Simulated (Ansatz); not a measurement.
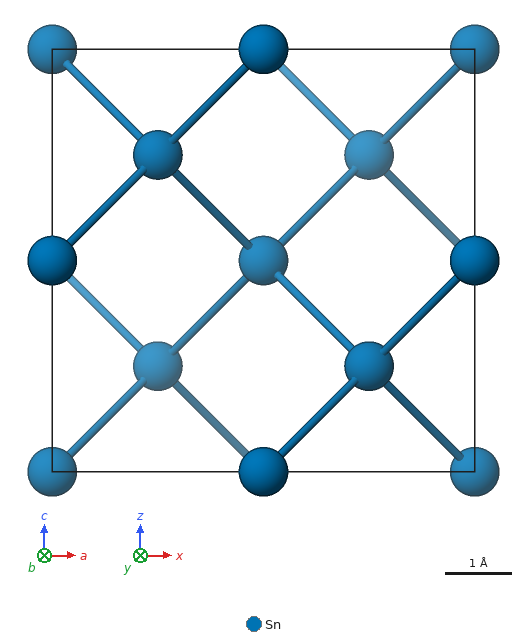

A crystal of Sn (Fd-3m): the ratio of the cell's length along z to its lengths across, counted as 1 for the reference, is changed at fixed volume (a tetragonal or Bain path), with the atoms kept at their fractional coordinates. x, y and z are the Cartesian axes of the input. The picture shows the reference cell. The picture is a ball-and-stick view of the conventional cell (4 times the calculation's cell), seen along the b axis. Lengths and directions refer to the drawn axes.

Method: DFT r2SCAN, scalar-relativistic, plane waves, PAW (Ansatz). Set-up: plane-wave cutoff 500 eV; k-point mesh 10 × 10 × 10; occupations gaussian; smearing width 0.15 eV; no spin polarisation. Energies (free energies at the smearing named) are counted from the cell as listed in its source, which wasn't relaxed.

```xyz
2
Lattice="0.0000 3.2456 3.2456 3.2456 0.0000 3.2456 3.2456 3.2456 0.0000" Properties=species:S:1:pos:R:3 pbc="T T T"
Sn    3.2456    3.2456    3.2456
Sn    4.8684    4.8684    4.8684
```

Question: What energies does the calculation give (the relative ratio: 0.650, 0.707, 0.780, 0.850, 0.920, 0.960, 1.000, 1.050, 1.100, 1.200, 1.300, 1.414, 1.500)?

Answer:
| axial ratio over its reference value | ΔE (meV/atom) |
| --- | --- |
| 0.650 | 217 |
| 0.707 | 166 |
| 0.780 | 105 |
| 0.850 | 53 |
| 0.920 | 16 |
| 0.960 | 4 |
| 1.000 | 0 |
| 1.050 | 6 |
| 1.100 | 25 |
| 1.200 | 97 |
| 1.300 | 202 |
| 1.414 | 316 |
| 1.500 | 378 |

Of the computed points the lowest is at the relative ratio 1.00, 0 meV/atom. The end points stand at 217 meV/atom (0.65) and 378 meV/atom (1.50). The unrelaxed reference is under a pressure of 1.6 GPa. The distortion takes the space group from Fd-3m to I4_1/amd. At the relative ratio 1.50 the cell of the drawing goes a 6.491 → 5.671 Å, b 6.491 → 5.671 Å, c 6.491 → 8.506 Å.

As a plot:

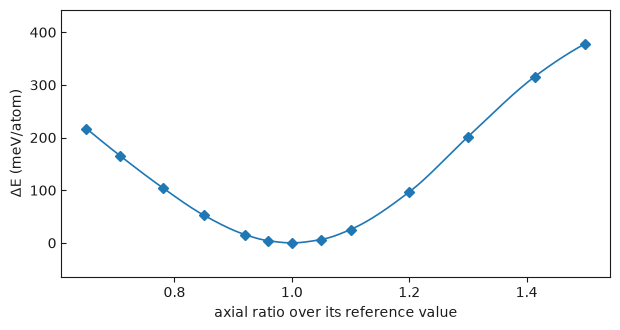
